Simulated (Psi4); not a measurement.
# Si2NH7 (SMILES [SiH3]N[SiH3]) at PBE0/6-31G(d) (spherical functions)

Aim: the vertical ionisation energy of Si2NH7 at PBE0/6-31G* (spherical functions), from 2 runs. The job is set up through a Python script.

Program for the calculation: Psi4 1.11.

1 further run of the same task is left out (set aside as unsound or not needed).

### Step 1. The molecule

Si2NH7 has 10 atoms, charge 0, and is taken as a singlet. As SMILES, `[SiH3]N[SiH3]`. The coordinates come from a PBE0-D4/def2-TZVP relaxation.

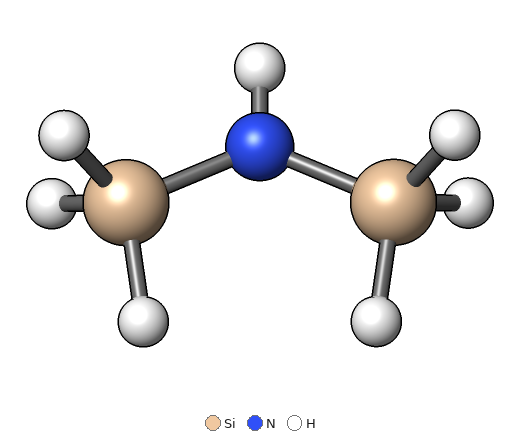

Viewed from a chosen angle; silicon light orange, nitrogen blue, hydrogen white.

### Step 2. Energy and gradient at PBE0/6-31G(d) (spherical functions)

h7nsi2.xyz reads:

```xyz
10
H7NSi2
Si    -1.042800     0.758390    -0.879990
N      0.119990     0.500410     0.368670
Si     0.995830    -0.935260     0.755390
H     -1.373610    -0.567260    -1.458240
H     -0.532280     1.645360    -1.962590
H     -2.274280     1.393560    -0.336440
H      0.361990     1.317290     0.912940
H      0.403090    -2.042290    -0.034740
H      0.897240    -1.243020     2.208320
H      2.444830    -0.827180     0.426680
```

job.py reads:

```python
import psi4

psi4.set_memory('2200 MB')
psi4.set_num_threads(1)
psi4.set_output_file('output.dat', False)

with open('h7nsi2.xyz') as f:
    atoms = ''.join(f.readlines()[2:])
m = psi4.geometry('0 1\n' + atoms + 'symmetry c1')

psi4.set_options({
    'basis': '6-31G*',
    'puream': True,
    'e_convergence': 1e-09,
    'd_convergence': 1e-08,
    'scf_type': 'pk',
    'dft_radial_points': 99,
    'dft_spherical_points': 590,
})

energy_value, wavefunction = psi4.gradient('pbe0', return_wfn=True)
psi4.oeprop(wavefunction, 'LOWDIN_CHARGES', 'MULLIKEN_CHARGES', 'WIBERG_LOWDIN_INDICES')
print('gradient / Eh bohr^-1')
print(energy_value.np.round(6))
print(f'energy = {wavefunction.energy():.10f} Eh')
for k, v in sorted(psi4.core.scalar_variables().items()):
    print(f'{k:45s} {v:18.10f}')
```

Started as:

```
$ python job.py
```

output.dat:

```text
[...]
  Running in c1 symmetry.
[...]
  Nuclear repulsion =  156.903590374845123
[...]
  Multiplicity = 1
[...]
  Nalpha       = 21
  Nbeta        = 21
[...]
    Number of basis functions: 64
[...]
   @RKS iter   1:  -637.38536177626600   -2.98542e-01   1.08352e-02 DIIS/ADIIS
[...]
   @RKS iter  10:  -637.61003031578923   -1.70530e-12   1.78580e-09 DIIS
[...]
    Orbital Energies [Eh]
    ---------------------
    Doubly Occupied:
       1A    -66.249814     2A    -66.249807     3A    -14.377046
       4A     -5.334288     5A     -5.334287     6A     -3.668322
       7A     -3.668316     8A     -3.667248     9A     -3.667234
      10A     -3.666752    11A     -3.666747    12A     -0.871244
      13A     -0.568663    14A     -0.552003    15A     -0.458580
      16A     -0.395974    17A     -0.381430    18A     -0.357894
      19A     -0.351059    20A     -0.343331    21A     -0.268105
[...]
  @RKS Final Energy:  -637.61003031578923
   => Energetics <=
    Nuclear Repulsion Energy =            156.9035903748451233
    One-Electron Energy =               -1193.4281153161466591
    Two-Electron Energy =                 437.5577661858523015
    DFT Exchange-Correlation Energy =     -38.6432715603399188
    Empirical Dispersion Energy =           0.0000000000000000
    VV10 Nonlocal Energy =                  0.0000000000000000
    Total Energy =                       -637.6100303157891176
[...]
 Multipole Moments:
 ------------------------------------------------------------------------------------
     Multipole            Electronic (a.u.)      Nuclear  (a.u.)        Total (a.u.)
 ------------------------------------------------------------------------------------
 L = 1.  Multiply by 2.5417464519 to convert [e a0] to [Debye]
 Dipole X            :          0.1834885           -0.0949107            0.0885778
 Dipole Y            :          0.7534713           -0.4571995            0.2962718
 Dipole Z            :          0.5516885           -0.3552558            0.1964327
 Magnitude           :                                                    0.3663451
[...]
  -Total Gradient:
     Atom            X                  Y                   Z
    ------   -----------------  -----------------  -----------------
       1        0.002748889353    -0.000994871375     0.003229796230
       2        0.000073648822    -0.001452873369    -0.001597374422
       3       -0.002531338817     0.003393462249    -0.001012837965
       4        0.000430122296     0.000882425907     0.000605960094
       5        0.000217067402    -0.000813024394     0.001441013808
       6        0.001401175867    -0.000633849527     0.000030780054
       7       -0.000797837858    -0.002785262610    -0.001892517219
       8        0.000272336534     0.001011803173     0.000480314986
       9       -0.000270957770     0.000757290619    -0.001311213817
      10       -0.001541445232     0.000644677908     0.000034119593
[...]
  Mulliken Charges: (a.u.)
   Center  Symbol    Alpha    Beta     Spin     Total
       1    SI     6.75342  6.75342  0.00000  0.49317
       2     N     3.93865  3.93865  0.00000 -0.87729
       3    SI     6.75341  6.75341  0.00000  0.49318
       4     H     0.53575  0.53575  0.00000 -0.07150
       5     H     0.54236  0.54236  0.00000 -0.08471
       6     H     0.54086  0.54086  0.00000 -0.08173
       7     H     0.31659  0.31659  0.00000  0.36683
       8     H     0.53575  0.53575  0.00000 -0.07151
       9     H     0.54087  0.54087  0.00000 -0.08173
      10     H     0.54235  0.54235  0.00000 -0.08470
[...]
```

Standard output:

```text
gradient / Eh bohr^-1
[[ 2.749e-03 -9.950e-04  3.230e-03]
 [ 7.400e-05 -1.453e-03 -1.597e-03]
 [-2.531e-03  3.393e-03 -1.013e-03]
 [ 4.300e-04  8.820e-04  6.060e-04]
 [ 2.170e-04 -8.130e-04  1.441e-03]
 [ 1.401e-03 -6.340e-04  3.100e-05]
 [-7.980e-04 -2.785e-03 -1.893e-03]
 [ 2.720e-04  1.012e-03  4.800e-04]
 [-2.710e-04  7.570e-04 -1.311e-03]
 [-1.541e-03  6.450e-04  3.400e-05]]
energy = -637.6100303158 Eh
CURRENT ENERGY                                   -637.6100303158
CURRENT REFERENCE ENERGY                         -637.6100303158
DD SOLVATION ENERGY                                 0.0000000000
DFT FUNCTIONAL TOTAL ENERGY                      -637.6100303158
DFT TOTAL ENERGY                                 -637.6100303158
DFT VV10 ENERGY                                     0.0000000000
DFT XC ENERGY                                     -38.6432715603
GRID ELECTRONS ALPHA                               21.0000016482
GRID ELECTRONS BETA                                21.0000016482
GRID ELECTRONS TOTAL                               42.0000032963
NUCLEAR REPULSION ENERGY                          156.9035903748
ONE-ELECTRON ENERGY                             -1193.4281153161
PCM POLARIZATION ENERGY                             0.0000000000
PE ENERGY                                           0.0000000000
SCF ITERATION ENERGY                             -637.6100303158
SCF ITERATIONS                                     10.0000000000
SCF TOTAL ENERGY                                 -637.6100303158
TWO-ELECTRON ENERGY                               437.5577661859
XC GRID RADIAL POINTS                              99.0000000000
XC GRID SPHERICAL POINTS                          590.0000000000
XC GRID TOTAL POINTS                           553058.0000000000
```

It took 23 s on 1 thread of Intel Xeon at 2.70GHz, shared host; peak memory 1.2 GiB.

### Step 3. The doublet cation

h7nsi2.xyz is that of step 2.

job.py reads:

```python
import psi4

psi4.set_memory(2200000000)
psi4.set_num_threads(1)
psi4.set_output_file('h7nsi2.out', False)

with open('h7nsi2.xyz') as f:
    atoms = ''.join(f.readlines()[2:])
molecule = psi4.geometry('1 2\n' + atoms + 'symmetry c1\nno_reorient\nno_com')

psi4.set_options({
    'basis': '6-31G*',
    'reference': 'uks',
    'puream': True,
    'e_convergence': 1e-09,
    'd_convergence': 1e-08,
    'scf_type': 'pk',
    'dft_radial_points': 99,
    'dft_spherical_points': 590,
    'maxiter': 100,
})

e_tot, wfn = psi4.gradient('PBE0', return_wfn=True)
psi4.oeprop(wfn, 'DIPOLE', 'LOWDIN_CHARGES', 'MAYER_INDICES', title='PBE0')
print('gradient / Eh bohr^-1')
print(e_tot.np.round(6))
print(f'energy = {wfn.energy():.10f} Eh')
```

Started as:

```
$ python job.py
```

h7nsi2.out, shortened:

```text
[...]
  Running in c1 symmetry.
[...]
  Nuclear repulsion =  156.903590374845123
[...]
  Multiplicity = 2
[...]
  Nalpha       = 21
  Nbeta        = 20
[...]
    Number of basis functions: 64
[...]
   @UKS iter   1:  -637.11804532699819   -3.12260e-02   8.58132e-03 ADIIS/DIIS
[...]
   @UKS iter  13:  -637.26508370948000   -1.59162e-12   5.77199e-09 DIIS
[...]
   @S^2 Observed:                7.586581631E-01
[...]
  @UKS Final Energy:  -637.26508370948000
   => Energetics <=
    Nuclear Repulsion Energy =            156.9035903748451233
    One-Electron Energy =               -1183.7588624936352062
    Two-Electron Energy =                 427.9855793320480757
    DFT Exchange-Correlation Energy =     -38.3953909227380308
    Empirical Dispersion Energy =           0.0000000000000000
    VV10 Nonlocal Energy =                  0.0000000000000000
    Total Energy =                       -637.2650837094799954
[...]
  -Total Gradient:
     Atom            X                  Y                   Z
    ------   -----------------  -----------------  -----------------
       1        0.042476211563     0.008362988746     0.040403661146
       2       -0.009774034050    -0.022055844925    -0.010663767485
       3       -0.015768682575     0.056731589735    -0.006262031595
       4       -0.003875554564    -0.001481434407    -0.003427831174
       5       -0.008032276838    -0.003888348272    -0.004401912069
       6       -0.003989862162    -0.002883816502    -0.006761010606
       7       -0.002929286491    -0.011752119203    -0.008521050824
       8        0.000750291291    -0.005322140168     0.000272236819
       9        0.002033323203    -0.007879199553    -0.001945629095
      10       -0.000888484228    -0.009821666011     0.001315635674
[...]
 Multipole Moments:
 ------------------------------------------------------------------------------------
     Multipole            Electronic (a.u.)      Nuclear  (a.u.)        Total (a.u.)
 ------------------------------------------------------------------------------------
 L = 1.  Multiply by 2.5417464519 to convert [e a0] to [Debye]
 Dipole X            :          0.0399282            0.2066038            0.2465320
 Dipole Y            :         -0.6757234            1.3287609            0.6530375
 Dipole Z            :         -0.7500525            1.1191336            0.3690811
 Magnitude           :                                                    0.7895928
[...]
```

Standard output:

```text
gradient / Eh bohr^-1
[[ 0.042476  0.008363  0.040404]
 [-0.009774 -0.022056 -0.010664]
 [-0.015769  0.056732 -0.006262]
 [-0.003876 -0.001481 -0.003428]
 [-0.008032 -0.003888 -0.004402]
 [-0.00399  -0.002884 -0.006761]
 [-0.002929 -0.011752 -0.008521]
 [ 0.00075  -0.005322  0.000272]
 [ 0.002033 -0.007879 -0.001946]
 [-0.000888 -0.009822  0.001316]]
energy = -637.2650837095 Eh
```

Wall time 41 s (1 thread of Intel Xeon at 2.70GHz, shared host); peak memory 1.2 GiB.

### Step 4. Summary of results

At PBE0/6-31G* (spherical functions):

```
                                          quantity          value
                      singlet Si2NH7: total energy  -637.61003 Eh
                     singlet Si2NH7: dipole moment         0.93 D
                       singlet Si2NH7: HOMO energy       -7.30 eV
                       singlet Si2NH7: LUMO energy        0.39 eV
                     singlet Si2NH7: HOMO–LUMO gap        7.68 eV
          singlet Si2NH7: largest force on an atom     0.224 eV/Å
                      doublet cation: total energy  -637.26508 Eh
doublet cation: HOMO energy (highest over α and β)      -14.72 eV
 doublet cation: LUMO energy (lowest over α and β)      -11.45 eV
                              doublet cation: ⟨S²⟩          0.759
          doublet cation: largest force on an atom     3.045 eV/Å
vertical ionisation energy (to the doublet cation)       9.386 eV
```

Removing an electron at fixed nuclei costs 9.39 eV (906 kJ/mol). −ε(HOMO) before ionisation, 7.30 eV, is 2.09 eV below this ionisation energy.
